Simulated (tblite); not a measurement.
**Run report: C₇H₁₄O₂Si, geometry relaxation (part 2 of 3)**

C₇H₁₄O₂Si, SMILES CC(=O)O[SiH2]C(C)=C(C)C; GFN2-xTB geometry optimisation, gas phase (tblite 0.8.0). It belongs to a series of runs on one base structure; here: H on C replaced by CH3.

Geometry of the input (Å):
```
C  4.2537  0.0189  -0.7196
C  2.9053  0.1618  -0.0970
O  2.4258  1.3143  0.0990
O  2.1368  -0.8969  0.3217
Si 0.5933  -0.7525  1.0680
C  -0.7714  -0.3625  -0.1236
C  -0.6933  -0.6672  -1.5801
C  -1.8755  0.2290  0.3256
C  -3.0122  0.5558  -0.6100
C  -2.0739  0.5811  1.7682
H  4.8497  0.8950  -0.3463
H  4.8115  -0.8680  -0.3158
H  4.2310  0.0624  -1.7970
H  0.1752  -1.9985  1.7520
H  0.5917  0.2913  2.1360
H  -1.6061  -1.3024  -1.7815
H  0.1639  -1.3152  -1.8489
H  -0.7946  0.2234  -2.2153
H  -3.5342  1.4416  -0.1205
H  -2.6909  0.7529  -1.6274
H  -3.7150  -0.3131  -0.6240
H  -1.2460  1.1671  2.1800
H  -2.1289  -0.3715  2.3365
H  -3.0076  1.1729  1.8276
```

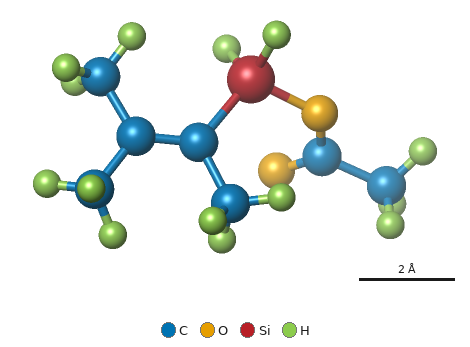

Figure 1. The geometry at step 101 of the log (ball-and-stick view, seen at a tilt).

**Trajectory as extended XYZ, continued**
```
24
Properties=species:S:1:pos:R:3:forces:R:3 step=56 energy=-871.65943
C     4.0877   -0.0599   -0.7211    0.0280  -0.0090  -0.0030
C     2.7480    0.2784   -0.1208    0.0110   0.0100   0.0170
O     2.2953    1.3902   -0.0644   -0.0600   0.0170   0.0180
O     2.1144   -0.7841    0.3452   -0.0220  -0.0020  -0.0230
Si    0.6407   -0.7392    1.1333    0.0070   0.0080   0.0330
C    -0.7515   -0.2857   -0.0490    0.0140  -0.0200  -0.0100
C    -0.5363   -0.6361   -1.5036    0.0170  -0.0040  -0.0020
C    -1.8983    0.2794    0.3496   -0.0100  -0.0450  -0.0330
C    -3.0157    0.5782   -0.6068   -0.0210   0.0270  -0.0120
C    -2.1851    0.6022    1.7890   -0.0040  -0.0280  -0.0270
H     4.7822    0.7545   -0.5407    0.0220   0.0340  -0.0180
H     4.4654   -0.9850   -0.2993    0.0110  -0.0440   0.0130
H     3.9721   -0.1827   -1.7959   -0.0170   0.0000  -0.0250
H     0.6410   -2.1530    1.5079   -0.0400  -0.0100   0.0250
H     0.7752    0.1479    2.2829    0.0240   0.0260  -0.0130
H    -1.3543   -1.2508   -1.8795    0.0140   0.0220   0.0030
H     0.3900   -1.1898   -1.6375    0.0040   0.0080   0.0030
H    -0.4781    0.2678   -2.1119    0.0050  -0.0200   0.0050
H    -3.6086    1.4185   -0.2553   -0.0170   0.0300   0.0120
H    -2.6506    0.8078   -1.6038    0.0100  -0.0030   0.0050
H    -3.6752   -0.2892   -0.6788    0.0090   0.0150  -0.0160
H    -1.5262    1.3904    2.1492   -0.0090  -0.0180  -0.0190
H    -2.0308   -0.2752    2.4125    0.0230   0.0100   0.0380
H    -3.2131    0.9351    1.9067    0.0020  -0.0040   0.0300
24
Properties=species:S:1:pos:R:3:forces:R:3 step=67 energy=-871.67966
C     3.9921   -0.0802   -0.7854    0.0100  -0.0520  -0.0380
C     2.6812    0.2292   -0.1062    0.0800   0.0090  -0.0240
O     2.1916    1.3255   -0.0328    0.0270  -0.0390   0.0120
O     2.1013   -0.8473    0.3980   -0.0060   0.0430   0.0360
Si    0.6355   -0.7254    1.2018    0.0280  -0.0280   0.0910
C    -0.7113   -0.2751   -0.0287   -0.0130  -0.0180  -0.0120
C    -0.4410   -0.5856   -1.4825    0.0060  -0.0150  -0.0370
C    -1.8719    0.2730    0.3516   -0.0440  -0.0470  -0.0730
C    -2.9565    0.6126   -0.6293   -0.0530   0.0030  -0.0380
C    -2.2036    0.5444    1.7915    0.0210   0.0000  -0.0780
H     4.6837    0.7553   -0.7098   -0.1080   0.0270   0.0180
H     4.4324   -0.9745   -0.3563    0.0050  -0.0310   0.0390
H     3.7920   -0.2691   -1.8393    0.0000   0.0230  -0.0160
H     0.5637   -2.1090    1.6847    0.0280   0.0720  -0.0530
H     0.8047    0.2244    2.2980    0.0270   0.0000  -0.0430
H    -1.2595   -1.1626   -1.9077   -0.0430  -0.0320  -0.0230
H     0.4711   -1.1644   -1.5992    0.0320  -0.0260   0.0480
H    -0.3272    0.3229   -2.0741   -0.0140   0.0700   0.0600
H    -3.5611    1.4447   -0.2756    0.0230   0.0080   0.0510
H    -2.5645    0.8674   -1.6111    0.0320  -0.0040   0.0590
H    -3.6140   -0.2515   -0.7448   -0.0210   0.0170  -0.0230
H    -1.7292    1.4708    2.1110   -0.0050   0.0150   0.0310
H    -1.8432   -0.2582    2.4301   -0.0270   0.0380   0.0070
H    -3.2779    0.6524    1.9238    0.0170  -0.0330   0.0060
24
Properties=species:S:1:pos:R:3:forces:R:3 step=78 energy=-871.69698
C     3.9116   -0.1209   -0.8525   -0.0050   0.0050   0.0010
C     2.6423    0.1873   -0.1033   -0.0010  -0.0030  -0.0310
O     2.1471    1.2822   -0.0331    0.0030  -0.0130   0.0110
O     2.0997   -0.8732    0.4684    0.0200   0.0330  -0.0110
Si    0.6363   -0.7047    1.2700    0.0050   0.0110  -0.0550
C    -0.6929   -0.2928    0.0020    0.0150   0.0020  -0.0200
C    -0.3583   -0.5508   -1.4489   -0.0050   0.0090  -0.0070
C    -1.8686    0.2423    0.3514    0.0050  -0.0180  -0.0190
C    -2.9187    0.6339   -0.6465   -0.0110   0.0070  -0.0090
C    -2.2347    0.5010    1.7817   -0.0170   0.0120  -0.0110
H     4.5550    0.7556   -0.8510    0.0150  -0.0580   0.0000
H     4.4073   -0.9791   -0.4068    0.0220   0.0420  -0.0250
H     3.6552   -0.3581   -1.8852    0.0060  -0.0080   0.0370
H     0.5475   -2.0715    1.7747    0.0190  -0.0400   0.0420
H     0.8362    0.2878    2.3192   -0.0040   0.0040  -0.0020
H    -1.1636   -1.0881   -1.9479   -0.0120   0.0070   0.0160
H     0.5499   -1.1417   -1.5439   -0.0210  -0.0030   0.0260
H    -0.1975    0.3913   -1.9747    0.0010   0.0060   0.0030
H    -3.5114    1.4617   -0.2648   -0.0040   0.0250   0.0090
H    -2.4803    0.9252   -1.5959    0.0060   0.0290  -0.0170
H    -3.5958   -0.2011   -0.8310    0.0070  -0.0320   0.0080
H    -1.9486    1.5169    2.0555   -0.0190  -0.0090   0.0160
H    -1.7201   -0.1893    2.4425   -0.0460   0.0180   0.0480
H    -3.3093    0.4058    1.9279    0.0200  -0.0260  -0.0100
24
Properties=species:S:1:pos:R:3:forces:R:3 step=90 energy=-871.70418
C     3.8786   -0.1511   -0.9017   -0.0110  -0.0020   0.0070
C     2.6362    0.1716   -0.1154   -0.0120   0.0200   0.0050
O     2.1381    1.2655   -0.0585    0.0100   0.0450  -0.0020
O     2.1145   -0.8729    0.5015   -0.0030  -0.0300  -0.0050
Si    0.6490   -0.7089    1.3018    0.0150   0.0000   0.0180
C    -0.6763   -0.2924    0.0306   -0.0090   0.0010   0.0050
C    -0.3129   -0.5170   -1.4184   -0.0010  -0.0010  -0.0030
C    -1.8589    0.2383    0.3632   -0.0090   0.0090  -0.0060
C    -2.8853    0.6547   -0.6524   -0.0090  -0.0010  -0.0070
C    -2.2860    0.4759    1.7799    0.0040  -0.0100  -0.0170
H     4.5086    0.7307   -0.9694    0.0210  -0.0060   0.0000
H     4.4117   -0.9799   -0.4470    0.0150  -0.0040   0.0170
H     3.5767   -0.4388   -1.9073    0.0080  -0.0170  -0.0250
H     0.5962   -2.0663    1.8441   -0.0150   0.0130  -0.0210
H     0.8255    0.3042    2.3349    0.0210   0.0150   0.0140
H    -1.1185   -1.0126   -1.9571   -0.0260  -0.0020   0.0130
H     0.5786   -1.1333   -1.5027   -0.0080  -0.0180  -0.0110
H    -0.1064    0.4354   -1.9078    0.0030   0.0090  -0.0030
H    -3.4922    1.4677   -0.2591   -0.0020  -0.0060   0.0010
H    -2.4303    0.9810   -1.5833    0.0240   0.0050   0.0140
H    -3.5508   -0.1803   -0.8764    0.0040  -0.0120  -0.0050
H    -2.1599    1.5297    2.0263   -0.0160   0.0230   0.0160
H    -1.7080   -0.1119    2.4848    0.0140  -0.0240  -0.0120
H    -3.3400    0.2305    1.8968   -0.0170  -0.0090   0.0090
24
Properties=species:S:1:pos:R:3:forces:R:3 step=101 energy=-871.70999
C     3.8878   -0.1700   -0.9183    0.0000  -0.0010  -0.0020
C     2.6541    0.1896   -0.1314    0.0060   0.0030   0.0050
O     2.1880    1.2968   -0.0663    0.0180   0.0010  -0.0140
O     2.1099   -0.8471    0.4809    0.0090  -0.0270   0.0020
Si    0.6620   -0.6845    1.3104    0.0190  -0.0070   0.0060
C    -0.6775   -0.2810    0.0509   -0.0040  -0.0070   0.0150
C    -0.3216   -0.5106   -1.3994    0.0010   0.0110  -0.0040
C    -1.8650    0.2427    0.3765   -0.0080   0.0200  -0.0130
C    -2.8712    0.6640   -0.6562   -0.0230   0.0030  -0.0100
C    -2.3259    0.4556    1.7854    0.0080  -0.0070  -0.0040
H     4.5251    0.7028   -1.0279   -0.0020  -0.0080   0.0050
H     4.4200   -0.9819   -0.4304   -0.0010   0.0140  -0.0050
H     3.5792   -0.5017   -1.9092    0.0020  -0.0060   0.0170
H     0.6062   -2.0456    1.8420    0.0060   0.0080   0.0020
H     0.8733    0.3247    2.3425   -0.0290   0.0050  -0.0010
H    -1.1513   -0.9639   -1.9376   -0.0170  -0.0120  -0.0100
H     0.5406   -1.1662   -1.4950   -0.0070  -0.0040   0.0250
H    -0.0752    0.4365   -1.8794    0.0180   0.0220  -0.0250
H    -3.5058    1.4527   -0.2587   -0.0200  -0.0020  -0.0030
H    -2.3895    1.0268   -1.5598   -0.0080   0.0200   0.0040
H    -3.5105   -0.1773   -0.9271   -0.0020  -0.0100  -0.0100
H    -2.2873    1.5158    2.0359    0.0000   0.0050  -0.0070
H    -1.7155   -0.0897    2.4973    0.0110  -0.0160   0.0020
H    -3.3619    0.1312    1.8826    0.0250  -0.0050   0.0240
24
Properties=species:S:1:pos:R:3:forces:R:3 step=112 energy=-871.71373
C     3.9001   -0.1893   -0.9252    0.0020  -0.0020   0.0050
C     2.6732    0.1892   -0.1364    0.0180  -0.0100   0.0100
O     2.2339    1.3065   -0.0664   -0.0200   0.0190  -0.0040
O     2.1069   -0.8385    0.4723   -0.0050   0.0080   0.0010
Si    0.6635   -0.6620    1.3077    0.0020   0.0020   0.0050
C    -0.6859   -0.2647    0.0538   -0.0020  -0.0190   0.0090
C    -0.3282   -0.5024   -1.3940    0.0010   0.0000  -0.0080
C    -1.8784    0.2493    0.3786    0.0050   0.0090   0.0030
C    -2.8795    0.6774   -0.6587    0.0050  -0.0050  -0.0040
C    -2.3378    0.4346    1.7914   -0.0250   0.0210  -0.0060
H     4.5292    0.6849   -1.0674   -0.0030  -0.0130  -0.0040
H     4.4456   -0.9796   -0.4177   -0.0050  -0.0030   0.0050
H     3.5843   -0.5571   -1.9008    0.0000  -0.0050   0.0150
H     0.6185   -2.0163    1.8571   -0.0080   0.0010  -0.0040
H     0.8656    0.3586    2.3309   -0.0030   0.0020  -0.0140
H    -1.1704   -0.9261   -1.9377    0.0040   0.0020  -0.0170
H     0.5085   -1.1924   -1.4732   -0.0020   0.0020  -0.0240
H    -0.0391    0.4324   -1.8756    0.0040   0.0110  -0.0030
H    -3.5536    1.4295   -0.2545    0.0120  -0.0220   0.0340
H    -2.3841    1.0912   -1.5331   -0.0130   0.0170   0.0000
H    -3.4820   -0.1718   -0.9836    0.0040  -0.0220   0.0020
H    -2.3651    1.4951    2.0418    0.0060   0.0060   0.0020
H    -1.6868   -0.0742    2.4943    0.0030   0.0010   0.0040
H    -3.3501    0.0453    1.9037    0.0210  -0.0010  -0.0070
24
Properties=species:S:1:pos:R:3:forces:R:3 step=123 energy=-871.71834
C     3.9243   -0.2130   -0.9103    0.0100  -0.0120   0.0210
C     2.6994    0.2015   -0.1374    0.0030   0.0190   0.0130
O     2.2849    1.3288   -0.0772   -0.0150  -0.0200  -0.0010
O     2.1055   -0.8143    0.4663    0.0070  -0.0060  -0.0160
Si    0.6600   -0.6388    1.2919   -0.0010   0.0020  -0.0190
C    -0.6946   -0.2630    0.0387   -0.0050   0.0020  -0.0020
C    -0.3422   -0.4969   -1.4109   -0.0070   0.0290   0.0060
C    -1.8834    0.2509    0.3764   -0.0290  -0.0090   0.0160
C    -2.9009    0.6774   -0.6459    0.0100  -0.0070   0.0040
C    -2.3330    0.4245    1.7943   -0.0090   0.0040   0.0070
H     4.5593    0.6479   -1.0975   -0.0270   0.0060  -0.0130
H     4.4689   -0.9782   -0.3661    0.0070  -0.0240   0.0250
H     3.6004   -0.6337   -1.8602    0.0110  -0.0020  -0.0340
H     0.6132   -1.9852    1.8578    0.0110  -0.0060   0.0090
H     0.8472    0.4064    2.2901    0.0150   0.0120   0.0330
H    -1.1976   -0.8733   -1.9688    0.0050   0.0040   0.0060
H     0.4666   -1.2192   -1.4971   -0.0120   0.0050  -0.0080
H    -0.0108    0.4327   -1.8746    0.0030   0.0210  -0.0120
H    -3.6317    1.3456   -0.1958   -0.0040  -0.0240  -0.0070
H    -2.4281    1.1918   -1.4795    0.0040  -0.0060   0.0060
H    -3.4317   -0.1890   -1.0431   -0.0010   0.0000  -0.0020
H    -2.4168    1.4831    2.0405    0.0170   0.0000  -0.0140
H    -1.6504   -0.0462    2.4939    0.0070   0.0100  -0.0020
H    -3.3203   -0.0200    1.9221   -0.0010   0.0020  -0.0160
24
Properties=species:S:1:pos:R:3:forces:R:3 step=135 energy=-871.72217
C     3.9386   -0.2386   -0.8958   -0.0020  -0.0040  -0.0190
C     2.7050    0.1915   -0.1451    0.0220  -0.0100  -0.0090
O     2.2933    1.3206   -0.1015   -0.0080  -0.0290  -0.0020
O     2.1030   -0.8165    0.4622    0.0090   0.0200  -0.0200
Si    0.6597   -0.6208    1.2842    0.0190  -0.0140   0.0170
C    -0.6940   -0.2455    0.0290   -0.0080  -0.0260   0.0200
C    -0.3492   -0.4600   -1.4260    0.0050   0.0100   0.0120
C    -1.8920    0.2389    0.3775    0.0050   0.0320  -0.0050
C    -2.9204    0.6515   -0.6384   -0.0190  -0.0020  -0.0070
C    -2.3288    0.4265    1.7969    0.0160  -0.0050   0.0030
H     4.5629    0.6241   -1.1103    0.0000  -0.0210   0.0050
H     4.4835   -0.9802   -0.3174    0.0040   0.0240  -0.0120
H     3.6284   -0.6964   -1.8348    0.0130   0.0080   0.0220
H     0.6227   -1.9631    1.8638   -0.0320   0.0010  -0.0030
H     0.8601    0.4168    2.2922    0.0000   0.0020  -0.0270
H    -1.2141   -0.8086   -1.9877    0.0200  -0.0030   0.0080
H     0.4458   -1.1957   -1.5312   -0.0140   0.0090   0.0150
H    -0.0010    0.4707   -1.8762   -0.0070   0.0180   0.0180
H    -3.6974    1.2485   -0.1676   -0.0170  -0.0060  -0.0140
H    -2.4662    1.2378   -1.4345   -0.0040  -0.0060  -0.0070
H    -3.3913   -0.2222   -1.0913    0.0110   0.0010   0.0010
H    -2.4223    1.4903    2.0174   -0.0020  -0.0190   0.0170
H    -1.6311   -0.0195    2.4977    0.0070   0.0130  -0.0030
H    -3.3069   -0.0304    1.9446   -0.0180   0.0070  -0.0100
24
Properties=species:S:1:pos:R:3:forces:R:3 step=146 energy=-871.72683
C     3.9605   -0.2778   -0.8914    0.0020  -0.0130   0.0080
C     2.7133    0.1617   -0.1697   -0.0050  -0.0100  -0.0070
O     2.3034    1.2921   -0.1479   -0.0040  -0.0020   0.0000
O     2.0954   -0.8351    0.4408    0.0040   0.0050   0.0130
Si    0.6626   -0.6048    1.2766   -0.0020   0.0280  -0.0170
C    -0.7028   -0.2247    0.0343    0.0080  -0.0190  -0.0010
C    -0.3477   -0.3992   -1.4220    0.0080  -0.0010   0.0050
C    -1.9087    0.2388    0.3839    0.0200   0.0150   0.0050
C    -2.9463    0.6223   -0.6359    0.0150   0.0020   0.0140
C    -2.3366    0.4267    1.8051   -0.0220   0.0070  -0.0090
H     4.5650    0.5867   -1.1496   -0.0070  -0.0070  -0.0020
H     4.5224   -0.9686   -0.2692    0.0110   0.0010   0.0120
H     3.6715   -0.8002   -1.8017   -0.0060   0.0030  -0.0090
H     0.5983   -1.9327    1.8851   -0.0060  -0.0040  -0.0170
H     0.8929    0.4498    2.2596    0.0090   0.0060  -0.0070
H    -1.2092   -0.7098   -2.0096    0.0160   0.0070   0.0040
H     0.4340   -1.1460   -1.5443    0.0080   0.0120   0.0060
H     0.0239    0.5446   -1.8231   -0.0020  -0.0070  -0.0290
H    -3.7941    1.1051   -0.1578   -0.0110   0.0080   0.0020
H    -2.5270    1.3038   -1.3743   -0.0080   0.0000   0.0070
H    -3.3098   -0.2582   -1.1659   -0.0120  -0.0110  -0.0030
H    -2.4776    1.4882    2.0107   -0.0110  -0.0090   0.0050
H    -1.6047    0.0305    2.5004   -0.0120  -0.0150   0.0110
H    -3.2907   -0.0731    1.9735    0.0080   0.0030   0.0080
```
